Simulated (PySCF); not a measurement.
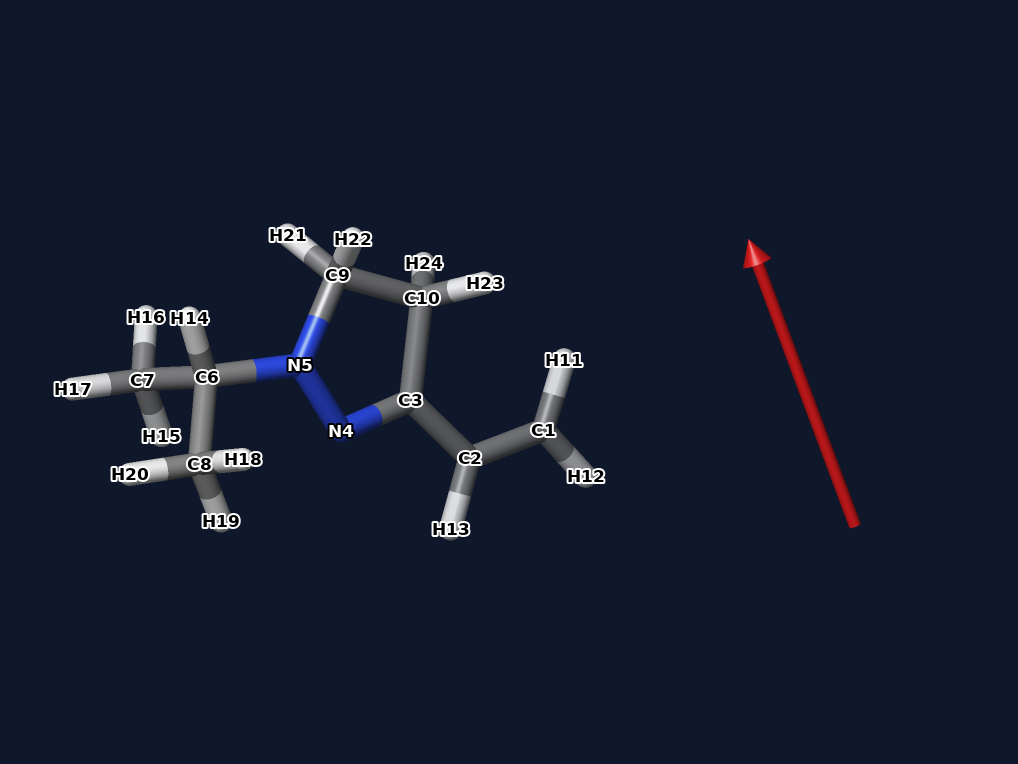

The arrow beside the molecule shows the direction of the dipole moment, from the negative to the positive end (its length means nothing). The computed structure is the end point of a GFN2-xTB optimisation. No frequency run is at hand to confirm it as a minimum. Properties computed with PBE0/pcSseg-1, gas phase (PySCF 2.14.0).

How large is the dipole moment?

2.27 D; it points from the side of H12 to the side of H21, H22 (the outermost atoms at the two ends).
